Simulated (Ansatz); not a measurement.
# How far to go with shifted k-point meshes: SrCuTeF (P4mm, 8 atoms in the cell)

```
SrCuTeF
1.0
    4.26354     0.00000     0.00000
    0.00000     4.26354     0.00000
    0.00000     0.00000     9.19388
Sr Cu Te F
2 2 2 2
Cartesian
  0.00000   2.13177   7.88806
  2.13177   0.00000   1.35582
  2.13177   2.13177   4.59694
  0.00000   0.00000   4.59694
  0.00000   2.13177   2.99960
  2.13177   0.00000   6.19429
  2.13177   2.13177   0.00000
  0.00000   0.00000   0.00000
```

Computed with PBEsol, default PAW files made with PBE (plane waves; Ansatz, an electronic-structure program).

Base settings: basis.ecutwfc = 420 eV; kpoints.mp_grid.grid = 6 6 3; hamiltonian.xc = pbesol; hamiltonian.pseudopotentials = {kind: paw} (the program's default PAW files); scf.occupations.method = fermi_dirac; scf.occupations.width = 0.02 eV.

In this ladder: kpoints.mp_grid.shift = 0.5 0.5 0.5.

Shifted meshes do not hold Γ, so a gap read on them misses any band edge there.

Only quantities that move along the ladder and can be compared are tabulated.

The count of work is k-points × plane waves × bands × iterations; it is no time. Core times come from one kind of shared machine, to one figure; runs under 30 s give none.

The starting cell comes from a database of computed structures (which also holds hypothetical and non-ambient phases and stackings), without a prior relaxation at this level. Its lattice was rescaled by up to half a per cent. One atom was moved a little off its site on purpose. Spin-orbit coupling is off. Ansatz's pressure includes its estimate of the finite-basis (Pulay) stress.

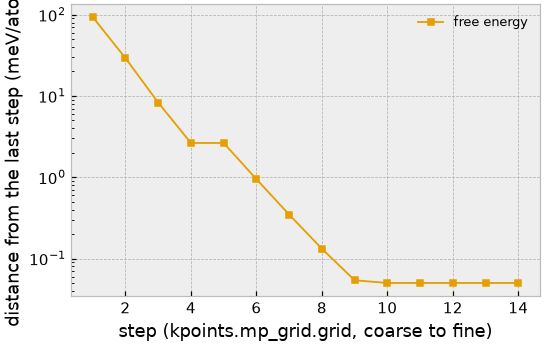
Fig. 1. Distance from the last step along the ladder; very small values are drawn at a floor.

```tsv
kpoints.mp_grid.grid	free energy less the last step's (meV/atom)	pressure (GPa)	largest difference of a force vector from the last step's (eV/Å)	gap on the mesh (eV)	count of work / last	core time / last (rough)
2 2 1	-93.57	-3.06	0.245	3.177	0.0056	–
3 3 2	-29.19	-2.76	0.123	2.818	0.017	–
4 4 2	-8.29	-2.63	0.056	2.629	0.017	–
5 5 2	-2.64	-2.58	0.022	2.449	0.033	–
5 5 3	-2.64	-2.58	0.022	2.351	0.067	–
6 6 3	-0.95	-2.57	0.009	2.119	0.067	–
7 7 3	-0.35	-2.56	0.004	1.972	0.11	–
8 8 4	-0.13	-2.56	0.002	1.862	0.11	–
9 9 5	-0.05	-2.56	0.001	1.778	0.25	0.3
10 10 5	-0.02	-2.56	0.000	1.727	0.25	0.2
11 11 5	-0.01	-2.56	0.000	1.688	0.35	0.4
12 12 6	0.00	-2.56	0.000	1.656	0.35	0.4
14 14 7	0.00	-2.56	0.000	1.610	0.62	0.8
15 15 7	0.00	-2.56	0.000	1.595	0.80	1.0
17 17 8	0.00	-2.56	0.000	1.571	1.0	1
```

Coarsest kpoints.mp_grid.grid that holds the forces within 0.01 eV/Å of the last step, with all finer ones: 6 6 3, at 0.067 of the last step's count of work; the step before is off by 0.022 eV/Å.

Coarsest kpoints.mp_grid.grid that holds the free energy within 0.5 meV/atom of the last step, with all finer ones: 7 7 3, at 0.11 of the last step's count of work; the step before is off by 0.95 meV/atom.

Two neighbours can agree and both be off: 5 5 2 and 5 5 3 differ by 0.00 meV/atom in the free energy, yet lie about 2.6 meV/atom from the last step.

Keys are those of Ansatz 0.2.
